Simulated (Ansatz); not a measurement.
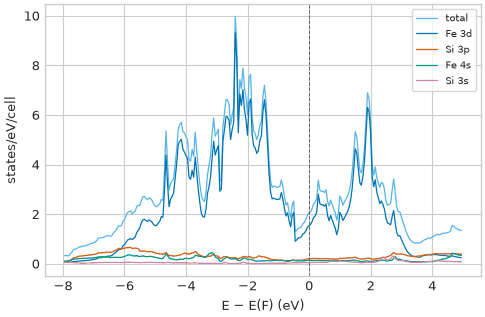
Fig. 1. Total and projected density of states of Fe₃Si in space group P4/mmm (No. 123; Fe on 2h, Fe on 1b, Si on 1a), the program Ansatz at the r²SCAN level (PAW)

Question: Which orbitals carry the states next to the Fermi level?

Answer: Within 0.5 eV of the Fermi level: Fe 3d 78 %, Si 3p 8 %, Fe 4s 6 %, outside the projected shells 6 %. Projections are on Löwdin-orthogonalised atomic valence shells; empty p or d shells of many metals are not among them.

Question: Where is the tallest occupied peak in this window, and what makes it?

Answer: Near -2.4 eV, about 10.0 states/eV per cell; the largest projected share is Fe 3d.

The first step of the workflow began from a Materials Project structure, measured or hypothetical; the Crystallography Open Database copy checked does not list it. COD files the formula under space group No. 225, so this cell is another polymorph or a model. Whether it is the stable phase at ambient conditions was not checked. Symmetry was held in the r²SCAN relaxation; its stability against distortions is not shown here. The final state is ferromagnetic, chosen from 5 collinear starts compared on coarse meshes (ties went to the first, and starts can fall back to one state), not a proven ground state. Other orbital occupations within this spin state were not tried.

Potentials: the later of the program's two PAW sets.
